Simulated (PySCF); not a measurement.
# CHCl2F (dichlorofluoromethane) at 6 levels

We compute a comparison of 6 runs (B2PLYP/STO-3G, B3LYP/STO-3G, M06-2X/STO-3G, PBE0/STO-3G, r2SCAN/STO-3G, wB97X-V/STO-3G) of CHCl2F (dichlorofluoromethane). 

The calculation is run with PySCF 2.14.0.

4 further runs of the same task are left out: 1 that didn't finish, 3 set aside as unsound or not needed.

## 1. Starting point

CHCl2F: 5 atoms, total charge 0, spin state singlet. As SMILES, `FC(Cl)Cl`. The F1–C2 distance was set to 1.608 Å, away from the relaxed value.

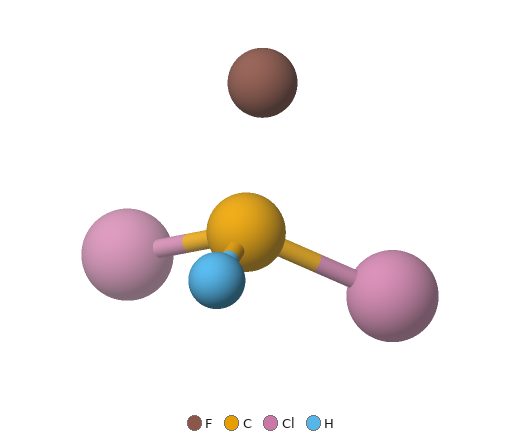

The structure, seen from a chosen angle (fluorine brown, carbon amber, chlorine pink, hydrogen blue).

## 2. A single-point energy at B2PLYP/STO-3G (run 1)

Contents of mol.xyz:

```xyz
5

F     -0.709986     0.139119     1.470313
C      0.006400     0.099400     0.030700
Cl     1.459900    -0.886800     0.126900
Cl    -1.120400    -0.525200    -1.167100
H      0.294600     1.106400    -0.262500
```

Contents of calc.py:

```python
from pyscf import gto, dft, mp

mol = gto.M(
    atom='mol.xyz',
    basis='sto-3g',
    max_memory=1860,
    verbose=4,
    charge=0,
)

mf = dft.RKS(mol)
mf.xc = '0.53*HF + 0.47*B88, 0.73*LYP'
mf.grids.level = 5
mf.conv_tol = 1e-10
mf.kernel()
if not mf.converged:
    mf = mf.newton().run(mf.mo_coeff, mf.mo_occ)

pt = mp.MP2(mf, frozen=12).run()
e_tot = mf.e_tot + 0.27 * pt.e_corr
print('PT2 part  %.8f' % (0.27 * pt.e_corr))
print('E = %.10f Eh' % e_tot)
```

On the command line:

```sh
$ OMP_NUM_THREADS=1 python calc.py
```

The log of the run:

```text
PySCF version 2.14.0

[... 75 lines left out ...]
converged SCF energy = -1046.42149796033
[... 1 line left out ...]
******** <class 'pyscf.mp.mp2.RMP2'> ********
nocc = 13, nmo = 17
frozen orbitals 12
E(RMP2) = -1046.55923832741  E_corr = -0.137740367074264
E(SCS-RMP2) = -1046.57035648642  E_corr = -0.148858526090772
E_corr(same-spin) = -0.0189575935365507
E_corr(oppo-spin) = -0.118782773537713
PT2 part  -0.03718990
E = -1046.4586878594 Eh
```

Wall time 4.5 s (1 thread of Arm Neoverse V2, shared host); peak memory 0.24 GiB.

## 3. The energy at B3LYP/STO-3G (run 2)

Contents of run.py:

```python
from pyscf import gto, dft

mol = gto.M(
    atom='''
F     -1.341679     0.262897     2.778489
C      0.012094     0.187839     0.058015
Cl     2.758811    -1.675809     0.239806
Cl    -2.117249    -0.992484    -2.205499
H      0.556713     2.090793    -0.496053
''',
    max_memory=1860,
    charge=0,
    unit='bohr',
    spin=0,
    basis='sto-3g',
    verbose=4,
)

ks = dft.RKS(mol, xc='b3lyp')
ks.grids.level = 5
ks.conv_tol = 1e-10
ks.kernel()
if not ks.converged:
    ks = ks.newton().run(ks.mo_coeff, ks.mo_occ)

e_final = ks.e_tot
print('E(%s) = %.9f' % ('B3LYP', e_final))
```

On the command line:

```sh
$ OMP_NUM_THREADS=1 python run.py
```

The log of the run:

```text
PySCF version 2.14.0

[... 71 lines left out ...]
converged SCF energy = -1046.93829009579
E(B3LYP) = -1046.938290096
```

Run time: 4.5 s. Hardware: 1 thread of Arm Neoverse V2, shared host; peak memory 0.24 GiB.

Run 3 isn't shown in full; the table further down has it.

## 4. The energy at PBE0/STO-3G (run 4)

Contents of calc.py:

```python
from pyscf import gto, dft

mol = gto.M(
    atom=[
    ('F', (-0.709986, 0.139119, 1.470313)),
    ('C', (0.006400, 0.099400, 0.030700)),
    ('Cl', (1.459900, -0.886800, 0.126900)),
    ('Cl', (-1.120400, -0.525200, -1.167100)),
    ('H', (0.294600, 1.106400, -0.262500)),
],
    max_memory=1860,
    basis='sto-3g',
    verbose=3,
    spin=0,
    charge=0,
)

calc0 = dft.RKS(mol, xc='pbe0')
calc0.grids.level = 5
calc0.conv_tol = 1e-10
calc0.kernel()
if not calc0.converged:
    calc0 = calc0.newton().run(calc0.mo_coeff, calc0.mo_occ)

e_tot = calc0.e_tot
print('E = %.10f Eh' % e_tot)
```

On the command line:

```sh
$ OMP_NUM_THREADS=1 python calc.py
```

The log of the run:

```text
converged SCF energy = -1046.57456300406
E = -1046.5745630041 Eh
```

It took 4.2 s on 1 thread of Arm Neoverse V2, shared host; peak memory 0.24 GiB.

Run 5 isn't shown in full; the table further down has it.

## 5. The energy at wB97X-V/STO-3G (run 6)

Contents of job.py:

```python
from pyscf import gto, dft

mol = gto.M(
    atom='''
F   -0.709986   0.139119   1.470313
C    0.006400   0.099400   0.030700
Cl   1.459900  -0.886800   0.126900
Cl  -1.120400  -0.525200  -1.167100
H    0.294600   1.106400  -0.262500
''',
    basis='sto-3g',
    verbose=3,
    max_memory=1860,
)

myscf = dft.RKS(mol, xc='wb97x-v')
myscf.conv_tol = 1e-10
myscf.grids.level = 5
myscf.nlcgrids.level = 1
myscf.kernel()
if not myscf.converged:
    myscf = myscf.newton().run(myscf.mo_coeff, myscf.mo_occ)

etot = myscf.e_tot
print('Final energy', etot)
```

On the command line:

```sh
$ OMP_NUM_THREADS=1 python job.py
```

The log of the run:

```text
converged SCF energy = -1046.84326115672
Final energy -1046.8432611567223
```

Wall time 25 s (1 thread of Arm Neoverse V2, shared host); peak memory 0.24 GiB.

## 6. All runs side by side

| run | level | frozen core orbitals | nlc grid | energy (Eh) | dipole moment (D) | HOMO energy (eV) | LUMO energy (eV) | wall time |
| --- | --- | --- | --- | --- | --- | --- | --- | --- |
| 1 | B2PLYP/STO-3G | 12 | – | -1046.458688 | 1.56 | -8.98 | 4.51 | 4.5 s |
| 2 | B3LYP/STO-3G | – | – | -1046.938290 | 1.49 | -6.35 | 2.26 | 4.5 s |
| 3 | M06-2X/STO-3G | – | – | -1046.998961 | 1.56 | -8.98 | 3.76 | 6.6 s |
| 4 | PBE0/STO-3G | – | – | -1046.574563 | 1.54 | -6.81 | 2.53 | 4.2 s |
| 5 | r2SCAN/STO-3G | – | – | -1046.905853 | 1.51 | -4.93 | 1.40 | 6.3 s |
| 6 | wB97X-V/STO-3G | – | 1 | -1046.843261 | 1.58 | -9.34 | 5.10 | 25 s |

## 7. What came out

```
            quantity           value
 run 6: total energy  -1046.84326 Eh
run 6: dipole moment          1.58 D
  run 6: HOMO energy        -9.34 eV
  run 6: LUMO energy         5.10 eV
run 6: HOMO–LUMO gap        14.44 eV
```

The dipole moment (its size) runs from 1.49 D (B3LYP/STO-3G) to 1.58 D (wB97X-V/STO-3G). The HOMO–LUMO gap runs from 6.33 eV (r2SCAN/STO-3G) to 14.44 eV (wB97X-V/STO-3G). Totals of different functionals can't be ranked against each other. In runs 1, 2, 3, 4, 5, 6 the basis is minimal, so the values are rough. All runs together took 51 s, the longest 25 s.
